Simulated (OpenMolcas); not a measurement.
Run report: InH$_{2}$OF, excited-state calculation (part 3 of 3)

InH$_{2}$OF, SMILES [OH][InH][F]; CASPT2/ANO-RCC-VDZ, DKH2 (OpenMolcas 26.06). Some settings of this run were made unusual or wrong on purpose. The geometry comes from this level: PBE0-D4/def2-TZVP.

Geometry of the input (Å):
```
O  -1.2795  -0.3459  -0.5774
In 0.4801  0.0425  0.2100
F  1.1859  -1.6547  0.8415
H  -1.7252  0.4298  -0.9257
H  1.3885  1.4547  0.4102
```

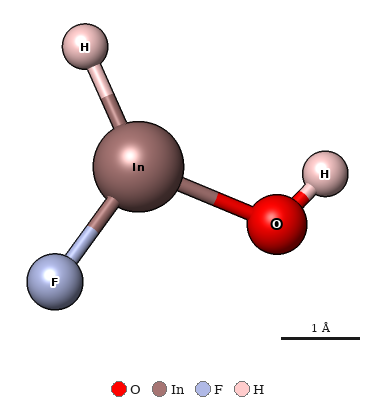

Fig. 1: The input geometry (ball-and-stick view, seen at a tilt). Sticks mark near contacts.

## The program's output, continued
```
********************************************************************************
 Multi-State initialization phase begins for group   1
--------------------------------------------------------------------------------
********************************************************************************
 Compute H0 matrices for state    1
--------------------------------------------------------------------------------
--------------------------------------------------------------------------------
 H0 matrices have been computed.

********************************************************************************
  CASPT2 EQUATION SOLUTION
--------------------------------------------------------------------------------

  Total nr of CASPT2 parameters:
   Before reduction:       49725
   After  reduction:       46563

 Variance of |WF0>:       0.9197113792

 The contributions to the second order correlation energy in atomic units.
-----------------------------------------------------------------------------------------------------------------------------
  IT.      VJTU        VJTI        ATVX        AIVX        VJAI        BVAT        BJAT        BJAI        TOTAL       RNORM
-----------------------------------------------------------------------------------------------------------------------------
   1    -0.000003   -0.000181   -0.002132   -0.009571   -0.000694   -0.005357   -0.033130   -0.061268   -0.112335    0.000511
   2    -0.000003   -0.000181   -0.002131   -0.009567   -0.000694   -0.005359   -0.033143   -0.061286   -0.112363    0.000004
-----------------------------------------------------------------------------------------------------------------------------

  FINAL CASPT2 RESULT:

      Reference energy:       -6052.6953197578
      E2 (Non-variational):      -0.1123634709
      Shift correction:          -0.0698352744
      E2 (Variational):          -0.1821987454
      Total energy:           -6052.8775185031
      Residual norm:              0.0000000987
      Reference weight:           0.98623

      Contributions to the CASPT2 correlation energy
      Active & Virtual Only:         -0.0074895465
      One Inactive Excited:          -0.0427132727
      Two Inactive Excited:          -0.0621606517

++ Denominators, etc.
--------------------------------------------------------------------------------------------------------------
 Report on small energy denominators, large coefficients, and large energy contributions.
CASE  SYMM ACTIVE-MIX  NON-ACTIVE INDICES          DENOMINATOR     RHS VALUE       COEFFICIENT     CONTRIBUTION
--

   (Skipping property calculation,
    use PROP keyword to activate)
--

++ CASPT2 computation for group   2

********************************************************************************
 Multi-State initialization phase begins for group   2
--------------------------------------------------------------------------------
********************************************************************************
 Compute H0 matrices for state    2
--------------------------------------------------------------------------------
--------------------------------------------------------------------------------
 H0 matrices have been computed.

********************************************************************************
  CASPT2 EQUATION SOLUTION
--------------------------------------------------------------------------------

  Total nr of CASPT2 parameters:
   Before reduction:       49725
   After  reduction:       46563

 Variance of |WF0>:       0.9311216541

 The contributions to the second order correlation energy in atomic units.
-----------------------------------------------------------------------------------------------------------------------------
  IT.      VJTU        VJTI        ATVX        AIVX        VJAI        BVAT        BJAT        BJAI        TOTAL       RNORM
-----------------------------------------------------------------------------------------------------------------------------
   1    -0.000008   -0.000072   -0.004183   -0.017265   -0.000857   -0.003424   -0.028225   -0.060626   -0.114658    0.000768
   2    -0.000008   -0.000072   -0.004180   -0.017257   -0.000857   -0.003425   -0.028239   -0.060650   -0.114688    0.000015
-----------------------------------------------------------------------------------------------------------------------------

  FINAL CASPT2 RESULT:

      Reference energy:       -6052.4274795803
      E2 (Non-variational):      -0.1146885125
      Shift correction:          -0.0721466833
      E2 (Variational):          -0.1868351958
      Total energy:           -6052.6143147761
      Residual norm:              0.0000005172
      Reference weight:           0.98578

      Contributions to the CASPT2 correlation energy
      Active & Virtual Only:         -0.0076056217
      One Inactive Excited:          -0.0455041247
      Two Inactive Excited:          -0.0615787661

++ Denominators, etc.
--------------------------------------------------------------------------------------------------------------
 Report on small energy denominators, large coefficients, and large energy contributions.
CASE  SYMM ACTIVE-MIX  NON-ACTIVE INDICES          DENOMINATOR     RHS VALUE       COEFFICIENT     CONTRIBUTION
VJTU     1  Mu1.0001  In1.029                       0.04574744     -0.00000454      0.00000081     -0.00000000
VJTU     1  Mu1.0001  In1.030                      -0.00102748      0.00000254     -0.00000046     -0.00000000
VJTU     1  Mu1.0001  In1.032                      -0.03218934     -0.00000167     -0.00000077      0.00000000
ATVX     1  Mu1.0001  Se1.036                       0.04584213     -0.00000188      0.00000040     -0.00000000
ATVX     1  Mu1.0002  Se1.036                       0.14890559     -0.00002612      0.00000511     -0.00000000
ATVX     1  Mu1.0001  Se1.037                       0.14325392      0.00000247     -0.00000042     -0.00000000
ATVX     1  Mu1.0002  Se1.037                       0.24631739     -0.00001643      0.00000317     -0.00000000
ATVX     1  Mu1.0001  Se1.038                       0.20558218      0.00000236     -0.00000053     -0.00000000
ATVX     1  Mu1.0001  Se1.039                       0.29257226      0.00000120     -0.00000016     -0.00000000
AIVX     1  Mu1.0001  In1.029 Se1.036               0.12126404     -0.00233195      0.00052380     -0.00000122
AIVX     1  Mu1.0001  In1.030 Se1.036               0.07448912     -0.00136417      0.00022067     -0.00000030
AIVX     1  Mu1.0001  In1.032 Se1.036               0.04332726     -0.00293102      0.00061095     -0.00000179
AIVX     1  Mu1.0001  In1.029 Se1.037               0.21867583     -0.00148150      0.00040907     -0.00000061
AIVX     1  Mu1.0001  In1.030 Se1.037               0.17190092     -0.00081363      0.00008119     -0.00000007
AIVX     1  Mu1.0001  In1.032 Se1.037               0.14073906     -0.00377837      0.00072830     -0.00000275
AIVX     1  Mu1.0001  In1.029 Se1.038               0.28100410     -0.00309567      0.00057439     -0.00000178
AIVX     1  Mu1.0001  In1.030 Se1.038               0.23422918      0.00126070     -0.00020333     -0.00000026
AIVX     1  Mu1.0001  In1.032 Se1.038               0.20306732      0.00232176     -0.00037108     -0.00000086
AIVX     1  Mu1.0001  In1.032 Se1.039               0.29005739     -0.00111002      0.00014846     -0.00000016
--

   (Skipping property calculation,
    use PROP keyword to activate)
--

++ CASPT2 computation for group   3

********************************************************************************
 Multi-State initialization phase begins for group   3
--------------------------------------------------------------------------------
********************************************************************************
 Compute H0 matrices for state    3
--------------------------------------------------------------------------------
--------------------------------------------------------------------------------
 H0 matrices have been computed.

********************************************************************************
  CASPT2 EQUATION SOLUTION
--------------------------------------------------------------------------------

  Total nr of CASPT2 parameters:
   Before reduction:       49725
   After  reduction:       46563

 Variance of |WF0>:       0.9422572728

 The contributions to the second order correlation energy in atomic units.
-----------------------------------------------------------------------------------------------------------------------------
  IT.      VJTU        VJTI        ATVX        AIVX        VJAI        BVAT        BJAT        BJAI        TOTAL       RNORM
-----------------------------------------------------------------------------------------------------------------------------
   1    -0.000008   -0.000065   -0.005359   -0.019207   -0.000932   -0.003124   -0.026965   -0.059938   -0.115597    0.000775
   2    -0.000008   -0.000065   -0.005356   -0.019199   -0.000933   -0.003125   -0.026977   -0.059959   -0.115622    0.000020
-----------------------------------------------------------------------------------------------------------------------------

  FINAL CASPT2 RESULT:

      Reference energy:       -6052.3729291456
      E2 (Non-variational):      -0.1156225857
      Shift correction:          -0.0725300388
      E2 (Variational):          -0.1881526245
      Total energy:           -6052.5610817702
      Residual norm:              0.0000007686
      Reference weight:           0.98570

      Contributions to the CASPT2 correlation energy
      Active & Virtual Only:         -0.0084810838
      One Inactive Excited:          -0.0461843066
      Two Inactive Excited:          -0.0609571953

++ Denominators, etc.
--------------------------------------------------------------------------------------------------------------
 Report on small energy denominators, large coefficients, and large energy contributions.
CASE  SYMM ACTIVE-MIX  NON-ACTIVE INDICES          DENOMINATOR     RHS VALUE       COEFFICIENT     CONTRIBUTION
VJTU     1  Mu1.0001  In1.028                      -0.03827067      0.00000048     -0.00000001     -0.00000000
VJTU     1  Mu1.0001  In1.031                      -0.10003134      0.00000077     -0.00000003     -0.00000000
VJTU     1  Mu1.0002  In1.031                       0.28476966     -0.00001794      0.00000336     -0.00000000
VJTU     1  Mu1.0001  In1.032                      -0.19833939      0.00003330     -0.00000312     -0.00000000
VJTU     1  Mu1.0002  In1.032                       0.18646160      0.00003920     -0.00000751     -0.00000000
VJTIP    1  Mu1.0001  In1.032 In1.031               0.28863395      0.00175472     -0.00033234     -0.00000058
VJTIP    1  Mu1.0001  In1.032 In1.032               0.19032589      0.00016835     -0.00003387     -0.00000001
ATVX     1  Mu1.0001  Se1.036                      -0.01472098      0.00000566     -0.00000112     -0.00000000
ATVX     1  Mu1.0002  Se1.036                       0.25480139      0.00000878     -0.00000156     -0.00000000
ATVX     1  Mu1.0001  Se1.037                      -0.09451941      0.00000582     -0.00000113     -0.00000000
ATVX     1  Mu1.0002  Se1.037                       0.17500296     -0.00002371      0.00000463     -0.00000000
ATVX     1  Mu1.0001  Se1.038                       0.03203636      0.00000378     -0.00000073     -0.00000000
ATVX     1  Mu1.0001  Se1.039                       0.11691492      0.00000031     -0.00000007     -0.00000000
ATVX     1  Mu1.0001  Se1.040                       0.21941976      0.00000441     -0.00000083     -0.00000000
AIVX     1  Mu1.0001  In1.028 Se1.036               0.16305958     -0.00009329      0.00002497     -0.00000000
AIVX     1  Mu1.0001  In1.031 Se1.036               0.10129891      0.00193402     -0.00038586     -0.00000075
AIVX     1  Mu1.0001  In1.032 Se1.036               0.00299086     -0.00892459      0.00172042     -0.00001535
AIVX     1  Mu1.0001  In1.028 Se1.037               0.08326115     -0.00324850      0.00054801     -0.00000178
AIVX     1  Mu1.0001  In1.031 Se1.037               0.02150048     -0.00362027      0.00077992     -0.00000282
AIVX     1  Mu1.0001  In1.032 Se1.037              -0.07680757     -0.00481942      0.00096820     -0.00000467
AIVX     1  Mu1.0002  In1.032 Se1.037               0.28791747     -0.00042102      0.00009694     -0.00000004
AIVX     1  Mu1.0001  In1.028 Se1.038               0.20981692     -0.00511920      0.00093751     -0.00000480
AIVX     1  Mu1.0001  In1.031 Se1.038               0.14805625      0.00310305     -0.00058355     -0.00000181
AIVX     1  Mu1.0001  In1.032 Se1.038               0.04974820     -0.00707771      0.00135124     -0.00000956
AIVX     1  Mu1.0001  In1.028 Se1.039               0.29469548      0.00981380     -0.00175637     -0.00001724
AIVX     1  Mu1.0001  In1.031 Se1.039               0.23293481      0.00193991     -0.00032754     -0.00000064
AIVX     1  Mu1.0001  In1.032 Se1.039               0.13462676      0.00158833     -0.00027922     -0.00000044
AIVX     1  Mu1.0001  In1.032 Se1.040               0.23713159     -0.00996156      0.00184433     -0.00001837
VJAIP    1  Mu1.0001  Se1.037 In1.032 In1.032       0.29786689      0.00000329     -0.00000057     -0.00000000
--

   (Skipping property calculation,
    use PROP keyword to activate)
--

  Total CASPT2 energies:
::    CASPT2 Root  1     Total energy:  -6052.87751850
::    CASPT2 Root  2     Total energy:  -6052.61431478
::    CASPT2 Root  3     Total energy:  -6052.56108177

++ Multi-State CASPT2 section:
********************************************************************************
  MULTI-STATE CASPT2 SECTION
--------------------------------------------------------------------------------

  Output diagonal energies have been shifted. Add    6052.0000000000000

  Effective Hamiltonian matrix (Symmetric):

                1               2               3
   1    -12104.87751850
   2         0.00007327 -12104.61431478
   3        -0.00071661      0.00052587 -12104.56108177

       Total MS-CASPT2 energies:
::    MS-CASPT2 Root  1     Total energy:  -6052.87752015
::    MS-CASPT2 Root  2     Total energy:  -6052.61431995
::    MS-CASPT2 Root  3     Total energy:  -6052.56107496

       Eigenvectors:
            0.99999739      0.00030526     -0.00226218
           -0.00028291      0.99995121      0.00987384
            0.00226509     -0.00987317      0.99994869

--

  THE ORIGINAL CI ARRAYS ARE NOW MIXED AS LINEAR
  COMBINATIONS, GIVEN BY THE EIGENVECTORS.
  A NEW JOBIPH FILE NAMED 'JOBMIX' IS PREPARED.
********************************************************************************

++ Mixed CI coefficients:
  The CI coefficients for the MIXED state nr.   1
--------------------------------------------------------------------------------
 CI COEFFICIENTS LARGER THAN  5.00E-02
  Occupation of active orbitals, and spin coupling
  of open shells. (u,d: Spin up or down).
  SGUGA info is (Midvert:IsyUp:UpperWalk/LowerWalk)
        Conf  SGUGA info        Occupation    Coefficient         Weight
           1  ( 1:1:   1/   1)   220             0.981543       0.963426
           2  ( 1:1:   2/   1)   2ud             0.186229       0.034681

  The CI coefficients for the MIXED state nr.   2
--------------------------------------------------------------------------------
 CI COEFFICIENTS LARGER THAN  5.00E-02
  Occupation of active orbitals, and spin coupling
  of open shells. (u,d: Spin up or down).
  SGUGA info is (Midvert:IsyUp:UpperWalk/LowerWalk)
        Conf  SGUGA info        Occupation    Coefficient         Weight
           1  ( 1:1:   1/   1)   220            -0.127943       0.016369
           2  ( 1:1:   2/   1)   2ud             0.501326       0.251328
           4  ( 2:1:   1/   1)   u2d            -0.849813       0.722182
           5  ( 2:1:   2/   1)   ud2             0.053287       0.002840
           6  ( 3:1:   1/   1)   022            -0.082987       0.006887

  The CI coefficients for the MIXED state nr.   3
--------------------------------------------------------------------------------
 CI COEFFICIENTS LARGER THAN  5.00E-02
  Occupation of active orbitals, and spin coupling
  of open shells. (u,d: Spin up or down).
  SGUGA info is (Midvert:IsyUp:UpperWalk/LowerWalk)
        Conf  SGUGA info        Occupation    Coefficient         Weight
           1  ( 1:1:   1/   1)   220            -0.141164       0.019927
           2  ( 1:1:   2/   1)   2ud             0.830491       0.689715
           4  ( 2:1:   1/   1)   u2d             0.520898       0.271335
           6  ( 3:1:   1/   1)   022            -0.119522       0.014286

--

--- Stop Module: caspt2 /rc=_RC_ALL_IS_WELL_ ---

.##################.
.# Happy landing! #.
.##################.

    Timing: Wall=13.49 User=11.62 System=1.77
```

## Outcome

- outcome: converged
- total energy: −6052.877520 hartree
- CASSCF energy: −6052.695320 hartree
- basis functions: 53
- hardware: 1 thread of AMD EPYC (Zen 3), 128 GiB of memory available, shared host
- wall time: 14 s
- peak memory: 0.33 GiB

## What went wrong

Some settings of this run were drawn to be unusual or wrong (shift set to 5.0 (from default)). It converged; results that depend on the unusual settings are not reference values.
